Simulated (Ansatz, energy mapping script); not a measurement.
**Spin model of RbCrBr3 in the perovskite structure from collinear orders**

Wanted: the magnetic order of RbCrBr3 in the perovskite structure, its couplings and an estimate of its ordering temperature, by PBEsol+U (3.32 eV).

Method: PBEsol with U = 3.32 eV on Cr d, ortho-atomic projectors; plane waves, U on orthogonalised atomic orbitals unless named otherwise, collinear spin, no spin–orbit coupling, in Ansatz 0.2.0.

**1. The starting structure**

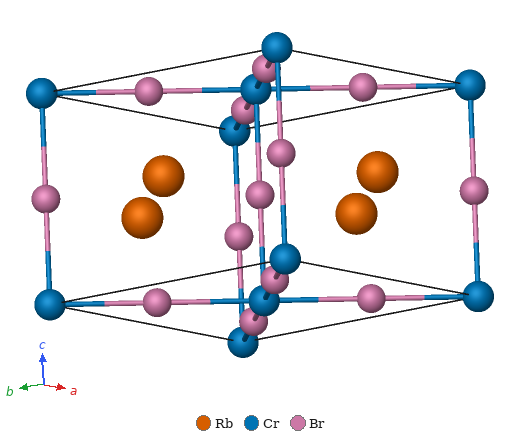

The cell as given, from a free direction (rubidium orange, chromium blue, bromine pink). Some periodic images of atoms are drawn too.

This cell was built for the study (perovskite prototype, lattice guessed from radii), not taken from an experiment; the compound need not form in this structure.

The cell was relaxed beforehand in Ansatz under PBEsol with U = 3.15 eV on Cr d, ortho-atomic projectors, from parallel moments.

A Hubbard U penalises fractional filling of the shell. It raises the cost of virtual hops to the neighbours, so couplings that rest on such hops usually weaken.

**2. A run to fix the orbital filling**

A corrected shell can settle in several orbital fillings. One parallel run, with an occupation width a fifth wider than the orders use, therefore is to supply the occupation matrices. All orders start from them.

File input.yaml:

```yaml
crystal:
  lattice:
    - [5.24958987, 5.24958987, 0.0]
    - [-5.24958987, 5.24958987, 0.0]
    - [0.0, 0.0, 5.24958987]
  atoms:
    - { symbol: Rb, position: [0.0, 0.5, 0.5] }
    - { symbol: Rb, position: [0.5, 0.0, 0.5] }
    - { symbol: Cr, position: [0.0, 0.0, 0.0], spin: 3.0 }
    - { symbol: Cr, position: [0.5, 0.5, 0.0], spin: 3.0 }
    - { symbol: Br, position: [0.0, 0.0, 0.5] }
    - { symbol: Br, position: [0.5, 0.5, 0.5] }
    - { symbol: Br, position: [0.25, 0.25, 0.0] }
    - { symbol: Br, position: [0.75, 0.75, 0.0] }
    - { symbol: Br, position: [0.25, 0.75, 0.0] }
    - { symbol: Br, position: [0.75, 0.25, 0.0] }
magnetization:
  spin_polarized: true
kpoints:
  mp_grid: { grid: [5, 5, 7] }
hamiltonian:
  xc: pbesol
  hubbard:
    sites: [{ species: Cr, l: d, u_eff: 3.32 }]
    projectors: ortho-atomic
scf:
  occupations: { method: fermi_dirac, width: 0.06 }
output:
  eigenvalues: true
```

Command:

```
$ ansatz run input.yaml --threads 4 --pin off --max-ram 8192MiB --backend cpu --events-out ev --progress --plain --runs-dir out
```

Numbers of over 12 decimals in the logs are rounded to 6 here.

What it wrote:

```text
Engine: ansatz 0.2.0, aarch64-unknown-linux-gnu
Pseudopotentials: kind: paw
Pseudopotential: Rb, paw, valence charge 9, recommended cutoff 420 eV (normal), Rb.paw.azcp
Pseudopotential: Cr, paw, valence charge 14, recommended cutoff 420 eV (normal), Cr.paw.azcp
Pseudopotential: Br, paw, valence charge 7, recommended cutoff 420 eV (normal), Br.paw.azcp
Functional definition: PBEsol
  exchange = pbesol_x
  correlation = pbesol_c
Crystal: 10 atoms, lattice volume = 289.338 Å³
Basis set: ecut = 420 eV, 5633 PW (Γ)
Bands: 57, of which v1, the nominal top of the filled ones, is band 44 counted from 1 (43 counted from 0)
Symmetry: 32 space group operations
Space group: Pm-3m (ITA 221), of the structure as read, at distance tolerance 6.6e-5 Å
Magnetic group: BNS 221.92 (UNI 1594), of the structure as read, at distance tolerance 6.6e-5 Å
k-points: 24 of 175
Non-local potential: Rb, projectors of the file, l = 0: 3, l = 1: 2, l = 2: 2
Non-local potential: Cr, projectors of the file, l = 0: 3, l = 1: 2, l = 2: 3, l = 3: 1
Non-local potential: Br, projectors of the file, l = 0: 2, l = 1: 2, l = 2: 2
PAW form: soft (Blöchl's): semilocal exchange-correlation on the pseudo side does not see the compensation charge
PAW frozen core: Rb, regenerated for the run's functional, and the local potential with it (the file was generated under x = pbe(κ = 0.804, μ = 0.219515), c = pbe(β = 0.066725))
PAW frozen core: Cr, regenerated for the run's functional, and the local potential with it (the file was generated under x = pbe(κ = 0.804, μ = 0.219515), c = pbe(β = 0.066725))
PAW frozen core: Br, regenerated for the run's functional, and the local potential with it (the file was generated under x = pbe(κ = 0.804, μ = 0.219515), c = pbe(β = 0.066725))
PAW one-centre angular grid: Rb, 110 points (default); XC on 64 Gauss nodes
PAW one-centre angular grid: Cr, 590 points (default); XC on 64 Gauss nodes
PAW one-centre angular grid: Br, 110 points (default); XC on 64 Gauss nodes
Initial density: superposition of atomic densities (chi_scale 0.1, normalization cell, long waves kept (reshape's long-wave potential 0.00 eV rms))
Starting moments: Σ|m| = 6 μB on 2 of 10 sites
Initial wavefunctions: pseudopotential atomic-orbital guess
Functional: x = pbesol(κ = 0.804, μ = 0.123457), c = pbesol(β = 0.046)
SCF iter   1: F=—  HF=-29559.444243 eV  |F-HF|=—  |Δ(HF+E_count)|=         —  Δρ=4.09e-2 (↑4.09e-2 ↓1.93e-2)  dr2=6.52e0  dr2_m=1.67e0  M=8.000 μB ∫|m|=8.752 μB  β_m=1.00  ethr=3.10e-3  ⟨swp⟩=11.4  Hψ=13498  notcnv=0  defer=18
preconditioner: auto → Kerker (q_TF=auto, 2.237 Å⁻¹)  [metal: Δε(μ)=0.005 eV  Ē_g=10.091 eV  σ=0.060 eV  W_gap=0.02  n_scr=46 (ndim 8)  ℏωp=18.0 eV  f_vac=0.000  D(μ)=2.12/eV (n_scr^D=4)]
[...]
Symmetry: 16 space group operations
k-points: 36 of 175
[...]
Starting moments: Σ|m| = 6 μB on 2 of 10 sites; this step starts from the density that it was given
[...]
spin=Collinear: Kerker preconditioning applied to the charge; magnetization (m = ρ↑ − ρ↓) channel mixes plain (no charge-response kernel on spin).
[...]
an SCF along what the orbitals of the run's state read of its open shells (or to have them read: on a GPU, or by another smearing), with 16 of the crystal's symmetry operations given up (36 k-points in place of 24), reached no lower state that the run goes on to. This is no proof of a minimum
[...]
spin=Collinear: Kerker preconditioning applied to the charge; magnetization (m = ρ↑ − ρ↓) channel mixes plain (no charge-response kernel on spin).
[...]
an SCF along what the orbitals of the run's state read of its open shells (or to have them read: on a GPU, or by another smearing), with 16 of the crystal's symmetry operations given up, reached no lower state that the run goes on to. This is no proof of a minimum
SCF converged after 16 iterations
Magnetization: 8.0000 μB (48.0000 up, 40.0000 down)
Absolute magnetization: 8.8870 μB (∫|ρ↑−ρ↓|, with the PAW one-centre terms)
Spin contamination: 0.2548 ħ² per cell (⟨S²⟩ above its minimum at these occupations)
Per-site moments (μB) at R_I (Å): [(0.00270657, 1.531208), (0.00270657, 1.531208), (3.715392, 1.082728), (3.715392, 1.082728), (-0.057319, 1.082728), (-0.057319, 1.082728), (-0.057422, 1.082728), (-0.057422, 1.082728), (-0.057422, 1.082728), (-0.057422, 1.082728)]
Free energy (F): -29559.108929 eV
Harris-Foulkes:  -29559.108929 eV  (|F-HF|=2.01e-8)
Internal energy: -29559.086944 eV  (E = F + TS)
E sigma→0 (E₀):  -29559.097936 eV
Entropy (-TS):   -0.021986 eV (-2.199 meV/atom)
Fermi energy:    4.913878 eV
--- Per-component energies (eV) ---
  E_band       = -869.600482
  E_kinetic    = 1871.327862
  E_local      = -7200.584492  (includes V_loc(G=0)·N_el)
  E_nonlocal   = 948.420014
  E_hartree    = 2704.018452
  E_xc         = -2101.796188
  E_vxc        = -1246.450921  (∫ρ·V_xc dr)
  E_hubbard    = 2.445296  (on-site DFT+U / exact-exchange correction)
  E_vhub       = -10.876386  (the Hubbard potential's part of the band-sum identity)
  E_paw        = -20701.350328  (= ΣΔE_a)
  E_vpaw       = -639.476137  (= ΣTr[D̂ρ^β])
  E_aug_tail   = 0.000765  (compensation charges beyond the density's cutoff)
  E_ewald      = -5082.689287
  E_core_change = 1.120962  (= ΣΔE_core)
  E_smearing   = -0.021986  (= −TS)
  E_closure    = 0.000000  (closes the sum)
  Σ components = -29559.108929   (vs F -29559.108929, Δ=0.00e0)
--- Band table (eV; the first three rows and the last of 48) ---
  k-point 0 ↑: bands = [... 40 lower, 3.3328, 3.3336, 3.4875, 3.6495, 3.6495, 3.7377, 3.7651, 3.7835, ... 9 higher]
  k-point 1 ↑: bands = [... 40 lower, 3.3819, 3.3819, 3.5063, 3.6500, 3.6500, 3.7425, 3.7830, 4.1624, ... 9 higher]
  k-point 2 ↑: bands = [... 40 lower, 3.5455, 3.5455, 3.5526, 3.6557, 3.6557, 3.7535, 3.7820, 4.4781, ... 9 higher]
  k-point 23 ↓: bands = [... 40 lower, 8.6400, 8.7571, 9.2423, 9.2884, 9.2944, 9.3299, 9.4705, 9.5356, ... 9 higher]
Occupation matrices written to <dir>
```

Run time: 1.9 min. Hardware: 4 threads of Arm Neoverse V2, shared host; peak memory 3 GiB; 7.4 min of CPU time.

The column dr2 measures how far the density is from self-consistency, as an energy; F and HF (Harris–Foulkes) agree once it is small.

Numbers from this step:

| Item | Value |
| --- | --- |
| final state | ferromagnetic |
| electrons in the corrected shells | 4.749, 4.749 e |
| largest moment | 3.715 μB |

**3. Order 1: parallel, cell A of 10 atoms**

Each cell gets its own parallel run on the same mesh, so that most of the mesh error cancels in the differences.

This run holds the same structure in another cell (a 7.424 → 5.250 Å, c 5.250 → 7.424 Å).

File input.yaml:

```yaml
crystal:
  lattice:
    - [0.0, 0.0, 5.24958987]
    - [5.24958987, 5.24958987, 0.0]
    - [-5.24958987, 5.24958987, 0.0]
  atoms:
    - { symbol: Rb, position: [0.5, 0.0, 0.5] }
    - { symbol: Rb, position: [0.5, 0.5, 0.0] }
    - { symbol: Cr, position: [0.0, 0.0, 0.0], spin: 3.0 }
    - { symbol: Cr, position: [0.0, 0.5, 0.5], spin: 3.0 }
    - { symbol: Br, position: [0.5, 0.0, 0.0] }
    - { symbol: Br, position: [0.5, 0.5, 0.5] }
    - { symbol: Br, position: [0.0, 0.25, 0.25] }
    - { symbol: Br, position: [0.0, 0.75, 0.75] }
    - { symbol: Br, position: [0.0, 0.25, 0.75] }
    - { symbol: Br, position: [0.0, 0.75, 0.25] }
magnetization:
  spin_polarized: true
kpoints:
  mp_grid: { grid: [7, 5, 5] }
hamiltonian:
  xc: pbesol
  hubbard:
    sites:
      - { species: Cr, l: d, u_eff: 3.32 }
      - { site: 2, l: d, u_eff: 3.32, starting_ns: [{ spin: up, occupation_matrix: cr3_major }, { spin: down, occupation_matrix: cr3_minor }] }
      - { site: 3, l: d, u_eff: 3.32, starting_ns: [{ spin: up, occupation_matrix: cr4_major }, { spin: down, occupation_matrix: cr4_minor }] }
    projectors: ortho-atomic
    occupation_matrices:
      cr3_major:
        matrix:
          - [0.717, 0.0, 0.0, 0.0, 0.0]
          - [0.0, 0.994, 0.0, 0.0, 0.0]
          - [0.0, 0.0, 0.994, 0.0, 0.0]
          - [0.0, 0.0, 0.0, 0.71, 0.0]
          - [0.0, 0.0, 0.0, 0.0, 0.994]
      cr3_minor:
        matrix:
          - [0.113, 0.0, 0.0, 0.0, 0.0]
          - [0.0, 0.038, 0.0, 0.0, 0.0]
          - [0.0, 0.0, 0.038, 0.0, 0.0]
          - [0.0, 0.0, 0.0, 0.113, 0.0]
          - [0.0, 0.0, 0.0, 0.0, 0.038]
      cr4_major:
        matrix:
          - [0.717, 0.0, 0.0, 0.0, 0.0]
          - [0.0, 0.994, 0.0, 0.0, 0.0]
          - [0.0, 0.0, 0.994, 0.0, 0.0]
          - [0.0, 0.0, 0.0, 0.71, 0.0]
          - [0.0, 0.0, 0.0, 0.0, 0.994]
      cr4_minor:
        matrix:
          - [0.113, 0.0, 0.0, 0.0, 0.0]
          - [0.0, 0.038, 0.0, 0.0, 0.0]
          - [0.0, 0.0, 0.038, 0.0, 0.0]
          - [0.0, 0.0, 0.0, 0.113, 0.0]
          - [0.0, 0.0, 0.0, 0.0, 0.038]
scf:
  occupations: { method: fermi_dirac, width: 0.05 }
output:
  eigenvalues: true
  write_density: true
  write_potential: true
  elf: true
  volumetric_format: npy
```

What it wrote:

```text
[...]
Crystal: 10 atoms, lattice volume = 289.338 Å³
Basis set: ecut = 420 eV, 5633 PW (Γ)
Bands: 57, of which v1, the nominal top of the filled ones, is band 44 counted from 1 (43 counted from 0)
Symmetry: 32 space group operations
[...]
k-points: 24 of 175
[...]
Starting moments: Σ|m| = 6 μB on 2 of 10 sites
[...]
SCF iter   1: F=—  HF=-29559.991380 eV  |F-HF|=—  |Δ(HF+E_count)|=         —  Δρ=3.90e-2 (↑3.90e-2 ↓2.01e-2)  dr2=5.69e0  dr2_m=1.65e0  M=8.000 μB ∫|m|=8.742 μB  β_m=1.00  ethr=3.10e-3  ⟨swp⟩=11.6  Hψ=13479  notcnv=0  defer=10
[...]
SCF iter   8: F=—  HF=-29559.095997 eV  |F-HF|=—  |Δ(HF+E_count)|=   1.02e-2  Δρ=2.98e-4 (↑2.95e-4 ↓2.98e-4)  dr2=8.36e-4  dr2_m=2.23e-6  M=8.000 μB ∫|m|=8.896 μB  β_m=0.30  ethr=4.00e-6  ⟨swp⟩=2.0  Hψ=4275  notcnv=0  defer=214
[...]
spin-set hold released at iteration 8 (site moments contracting): the magnetisation degrees of freedom join the quasi-Newton model from the next iteration; the mixer history was flushed
SCF iter   9: F=—  HF=-29559.100838 eV  |F-HF|=—  |Δ(HF+E_count)|=   4.84e-3  Δρ=2.31e-4 (↑2.09e-4 ↓2.31e-4)  dr2=5.18e-4  dr2_m=4.38e-6  M=8.000 μB ∫|m|=8.897 μB  β_m=0.65  ethr=9.50e-7  ⟨swp⟩=1.0  Hψ=2520  notcnv=0  defer=214
[...]
SCF iter  16: F=-29559.105454 eV  HF=-29559.105454 eV  |F-HF|=2.42e-9  |Δ(HF+E_count)|=   1.76e-8  Δρ=3.49e-7 (↑3.49e-7 ↓3.16e-7)  dr2=1.49e-9  dr2_m=1.55e-11  M=8.000 μB ∫|m|=8.901 μB  ethr=4.63e-11  ⟨swp⟩=1.0  Hψ=6724  notcnv=0
SCF 1 converged in 16 iterations: F = -29559.105454 eV  dr2 = 1.49e-9
[...]
SCF converged after 16 iterations
an eigenvalue changed by more than its tolerance at an iteration that met the thresholds in force, so the SCF went on 1 time: the last check found none over its tolerance
Magnetization: 8.0000 μB (48.0000 up, 40.0000 down)
Absolute magnetization: 8.8869 μB (∫|ρ↑−ρ↓|, with the PAW one-centre terms)
[...]
Per-site moments (μB) at R_I (Å): [(0.00270757, 1.531208), (0.00270757, 1.531208), (3.715396, 1.082728), (3.715396, 1.082728), (-0.057429, 1.082728), (-0.057429, 1.082728), (-0.057336, 1.082728), (-0.057336, 1.082728), (-0.057336, 1.082728), (-0.057336, 1.082728)]
Free energy (F): -29559.105454 eV
[...]
Internal energy: -29559.089038 eV  (E = F + TS)
E sigma→0 (E₀):  -29559.097246 eV
Entropy (-TS):   -0.016416 eV (-1.642 meV/atom)
Fermi energy:    4.913713 eV
[...]
--- Specified on-site occupations, and those of the state reported ---
  electrons in the specified blocks: 9.4980 specified, 9.4984 found
  site 2 (l=d) ↑: largest change of an orbital's occupation 0.0014; electrons 4.4090 specified, 4.4091 found; spectral distance 0.0017
[...]
site 3 (l=d) ↓: largest change of an orbital's occupation 0.0001; electrons 0.3400 specified, 0.3401 found; spectral distance 0.0001
[...]
--- Band table (eV; the first three rows and the last of 48) ---
  k-point 0 ↑: bands = [... 40 lower, 3.3327, 3.3334, 3.4883, 3.6493, 3.6493, 3.7380, 3.7677, 3.7803, ... 9 higher]
  k-point 1 ↑: bands = [... 40 lower, 3.0927, 3.3700, 3.4556, 3.6058, 3.6103, 3.6238, 3.8872, 4.0578, ... 9 higher]
  k-point 2 ↑: bands = [... 40 lower, 3.2749, 3.3255, 3.3543, 3.4575, 3.4775, 3.5534, 3.9841, 4.0334, ... 9 higher]
  k-point 23 ↓: bands = [... 40 lower, 8.6410, 8.7581, 9.2430, 9.2879, 9.2939, 9.3307, 9.4699, 9.5351, ... 9 higher]
Occupation matrices written to <dir>
```

Wall time 21 s (4 threads); peak memory 1.2 GiB.

Spin moment in the sphere by atom:

```csv
atom,spin moment in the sphere (μB)
Rb1,0.00
Rb2,0.00
Cr3,3.72
Cr4,3.72
Br5,-0.06
Br6,-0.06
Br7,-0.06
Br8,-0.06
Br9,-0.06
Br10,-0.06
```

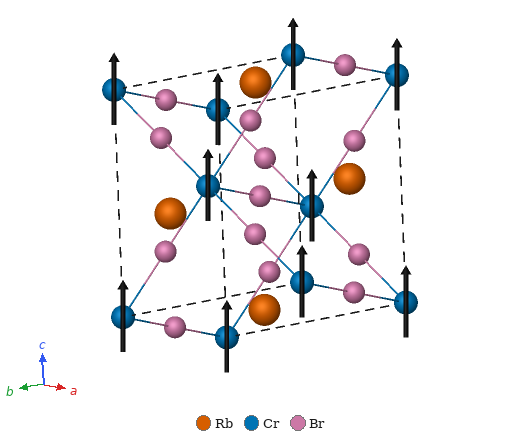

Spin moment in the sphere as arrows, the longest 3.72 μB. Up and down stand for the sign. Arrows give size and sign along the axis of quantisation, drawn up and down the page. Some periodic images of atoms are drawn too.

The run ends ferromagnetic.

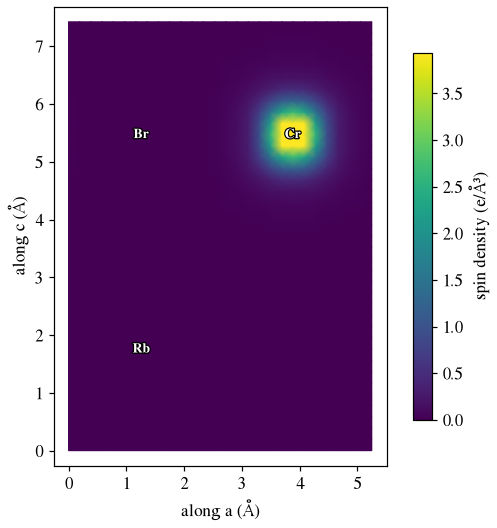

Spin density in the ac plane at fractional y = 0.000, with atoms of Rb and Cr and Br within 0.2 Å of it. The map starts off the cell's origin, so that atoms lie inside it.

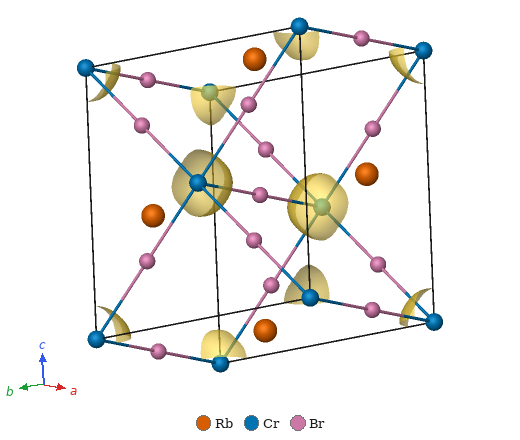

Surface of spin density = 0.26 e/Å³, which holds about 70 % of the integral of its size.

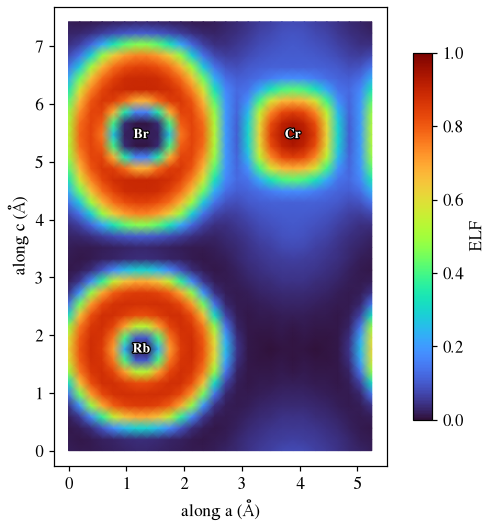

ELF in the ac plane at fractional y = 0.000, with atoms of Rb and Cr and Br within 0.2 Å of it. It is the smooth field of the valence electrons, not physical close to the nuclei. The map starts off the cell's origin, so that atoms lie inside it.

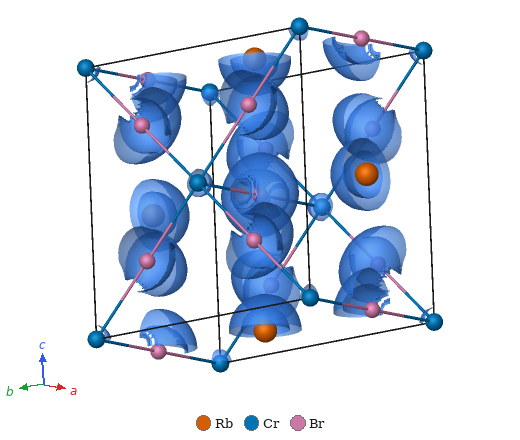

Surface of ELF = 0.85.

[end of part 1 of 2]

[Logs and program files are shortened in this print: banners, set-up blocks, solver, clock and traceback lines can be left out without a mark of their own.]

[Logs are printed without paths, hosts, clocks, repeated set-up lines and the standing remarks that a program may print on its own settings, such as how far it seeks lower states.]

[Hosts, paths, dates, database ids (printed as entryN), source tags and the programs' standing remarks are cut or masked in the printed files.]

[Where a cell is said to come from a database of computed structures, the database is the Materials Project.]
